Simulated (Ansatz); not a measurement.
# Kohn anomalies in NbRu (Pm-3m), part 2 of 2

Does NbRu (Pm-3m) have a Kohn anomaly or a soft branch that a wide smearing hides? The first relaxation steps of the session are not shown, so no cell shown is the starting entry, unless a step says so.

Ansatz 0.2.0; DFT PBEsol, scalar-relativistic, plane waves, PAW.

So far. Step 2 (Relaxing cell and atoms): The largest force is now zero by symmetry and the largest stress component 0.0026 GPa, small enough for phonons. Step 4 (Wavevectors along a line: Fermi–Dirac smearing of 0.25 …): Against step 3 (now smearing width 0.25 eV), the free energy moves by -106.2 meV an atom. The relaxed cell has a = 3.140 Å (conventional setting).

## (5) Phonons along a line: Fermi–Dirac smearing of 0.04 eV (continued)

Each wavevector solved by linear response. Table of frequency by |q| along the line:

```
|q| along the line (Å⁻¹)  mode 1 = mode 2 (cm⁻¹)  mode 3 (cm⁻¹)  mode 4 (cm⁻¹)  mode 5 (cm⁻¹)  mode 6 (cm⁻¹)
                   0.000                       0              0            129            129            129
                   0.125                    17.5           23.4            131            131            131
                   0.375                    48.3           57.8            135            141            141
                   0.625                    61.1           75.2            136            136            150
                   0.875                   -35.0           95.8            131            131            162
```

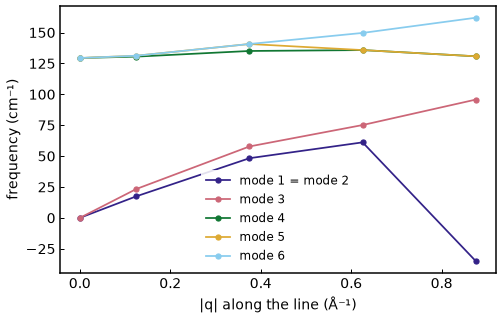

Frequency against |q| along the line.

Against step 3 (now smearing width 0.04 eV), the free energy moves by +21.6 meV an atom.

## (6) Wavevectors along a line: Methfessel–Paxton smearing of 0.2 eV

The smearing blurs the Fermi surface that screens the phonons; a Methfessel–Paxton width blurs it less than a thermal one.

Input file input.yaml:

```yaml
crystal:
  lattice:
    - [3.1398677038, 0.0, 0.0]
    - [0.0, 3.1398677038, 0.0]
    - [0.0, 0.0, 3.1398677038]
  atoms:
    - { symbol: Nb, position: [0.0, 0.0, 0.0] }
    - { symbol: Ru, position: [0.5, 0.5, 0.5] }
kpoints:
  mp_grid: { grid: [16, 16, 16] }
hamiltonian:
  xc: pbesol
scf:
  occupations: { method: methfessel_paxton, width: 0.2 }
output:
  eigenvalues: true
phonons:
  method: dfpt
  qpoints:
    - [0, 0, 0]
    - [0.0, 0.0625, 0.0]
    - [0.0, 0.1875, 0.0]
    - [0.0, 0.3125, 0.0]
    - [0.0, 0.4375, 0.0]
```

Started as:

```sh
> ansatz run input.yaml --threads 4 --pin off --max-ram 8192MiB --backend cpu --events-out ev --progress --plain --runs-dir out
```

Numbers of over 12 decimals in the logs are rounded to 6 here.

Output:

```text
[...]
Crystal: 2 atoms, lattice volume = 30.955 Å³
Basis set: ecut = 420 eV, 619 PW (Γ), exchange–correlation on 48×48×48 points (8 copies of the dense FFT grid, shifted against one another)
Bands: 19, of which v1, the nominal top of the filled ones, is band 15 counted from 1 (14 counted from 0)
Symmetry: 48 space group operations
k-points: 165 of 4096
[...]
SCF iter   1: F=—  HF=-10312.251939 eV  |F-HF|=—  |Δ(HF+E_count)|=         —  Δρ=9.87e-3  dr2=3.47e-2  ethr=1.77e-3  ⟨swp⟩=5.0  Hψ=12867  notcnv=0
[...]
SCF iter   8: F=-10312.247420 eV  HF=-10312.247420 eV  |F-HF|=1.82e-12  |Δ(HF+E_count)|=  5.46e-12  S|Δr|=    0.00e0  Δρ=6.07e-8  dr2=1.52e-12  ethr=1.00e-12  ⟨swp⟩=5.0  Hψ=12037  notcnv=0
SCF 1 converged in 8 iterations: F = -10312.247420 eV  dr2 = 1.52e-12
[...]
SCF converged after 8 iterations
Stability not checked: this state was not tested for a lower state beside it, because cold or Methfessel-Paxton smearing, or corrected tetrahedra, fill the levels in a way that the test cannot read (fill_not_monotonic; see scf.lower_state_search)
Free energy (F): -10312.247420 eV
[...]
Internal energy: -10312.243764 eV  (E = F + TS)
E sigma→0 (E₀):  -10312.246506 eV
Entropy (-TS):   -0.003656 eV (-1.828 meV/atom)
Fermi energy:    21.407370 eV
[...]
--- Band table (eV; the first three rows and the last of 165) ---
  k-point 0: bands = [... 11 lower, 19.0114, 19.0114, 19.0114, 22.2595, 22.2595, 24.9845, 24.9845, 24.9845]
  k-point 1: bands = [... 11 lower, 19.0048, 19.0048, 19.0407, 22.1584, 22.2965, 24.7322, 24.7322, 24.9238]
  k-point 2: bands = [... 11 lower, 18.9890, 18.9890, 19.1270, 21.8689, 22.4021, 24.1312, 24.1312, 24.7491]
  k-point 164: bands = [... 11 lower, 18.3960, 18.3960, 18.3960, 21.2225, 21.2225, 24.9377, 24.9377, 28.6299]
[...]
ASR residual: 7.620e-5 → 0.000e0 eV/Å²; symmetrization residual: 1.177e-6 eV/Å²
  ASR residual per site (eV/Å²): 1.83e-5 7.62e-5
  Γ frequencies (cm⁻¹): 0.00 0.00 0.00 128.08 128.08 128.08
[...]
--- Phonons (arbitrary-q DFPT): 5 explicit q-points ---
[...]
```

Elapsed: 4.3 min, on 4 threads of Intel Xeon Platinum 8175M at 2.50GHz (Skylake/Cascade Lake), shared host; peak memory 2.2 GiB.

Each wavevector solved by linear response. Table of frequency by |q| along the line:

```
|q| along the line (Å⁻¹)  mode 1 = mode 2 (cm⁻¹)  mode 3 (cm⁻¹)  mode 4 (cm⁻¹)  mode 5 (cm⁻¹)  mode 6 (cm⁻¹)
                   0.000                       0              0            128            128            128
                   0.125                    17.4           23.5            128            129            129
                   0.375                    47.2           60.8            136            137            137
                   0.625                    58.1           75.1            135            135            151
                   0.875                   -42.7           91.8            130            130            161
```

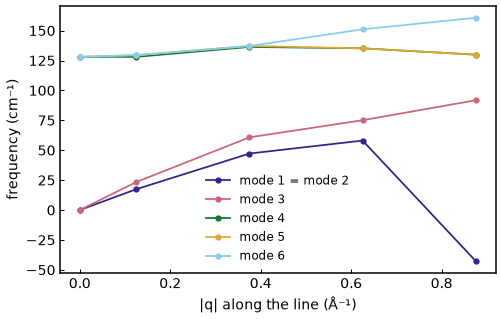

Frequency, plotted against |q| along the line.

Against step 3 (now occupations Methfessel-Paxton and smearing width 0.2 eV), the free energy moves by +25.6 meV an atom.

## (7) Smearing and the soft branch

The lowest frequency by |q| along the line:

```
|q| along the line (Å⁻¹)  fermi dirac 0.1 eV, k 16x16x16 (cm⁻¹)  fermi dirac 0.25 eV, k 16x16x16 (cm⁻¹)  fermi dirac 0.04 eV, k 16x16x16 (cm⁻¹)  methfessel paxton 0.2 eV, k 16x16x16 (cm⁻¹)
                   0.000                                      0                                       0                                       0                                            0
                   0.125                                   17.4                                    18.1                                    17.5                                         17.4
                   0.375                                   48.5                                    52.7                                    48.3                                         47.2
                   0.625                                   68.8                                    83.6                                    61.1                                         58.1
                   0.875                                   60.6                                     106                                   -35.0                                        -42.7
```

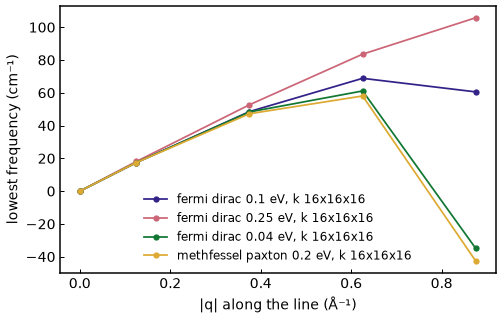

Lowest frequency, plotted against |q| along the line.

## (8) Results

| Item | Value |
| --- | --- |
| phonon run of the rows without a label of their own | PBEsol, k 16×16×16 |
| lowest branch at the last solved point, Fermi–Dirac 0.1 eV | 60.6 cm⁻¹ at \|q\| = 0.875 Å⁻¹ |
| lowest branch at the last solved point, Fermi–Dirac 0.25 eV | 106 cm⁻¹ at \|q\| = 0.875 Å⁻¹ |
| lowest branch at the last solved point, Fermi–Dirac 0.04 eV | -35.0 cm⁻¹ at \|q\| = 0.875 Å⁻¹ |
| lowest branch at the last solved point, Methfessel–Paxton 0.2 eV | -42.7 cm⁻¹ at \|q\| = 0.875 Å⁻¹ |

In words: A branch softens as the smearing narrows, the mark of a Kohn anomaly. The line holds 5 wavevectors, so a narrow dip between them would be missed. Between Fermi–Dirac 0.25 eV and Fermi–Dirac 0.04 eV the largest change, with modes counted by rank of frequency, is in mode 1 at |q| = 0.875 Å⁻¹, from 106 to -35.0 cm⁻¹, a softening that marks strong screening by the Fermi surface at that wavevector. Where branches cross, a count by rank can hide a softening. The wide smearing hides an instability that the narrow one shows, as in charge-density-wave metals above and below their transition. At the narrowest width the k mesh may not resolve the Fermi surface, so part of the change can be mesh noise.

[Logs are printed without paths, hosts, clocks, repeated set-up lines and the standing remarks that a program may print on its own settings, such as how far it seeks lower states.]

[Hosts, paths, dates, database ids (printed as entryN), source tags and the programs' standing remarks are cut or masked in the printed files.]
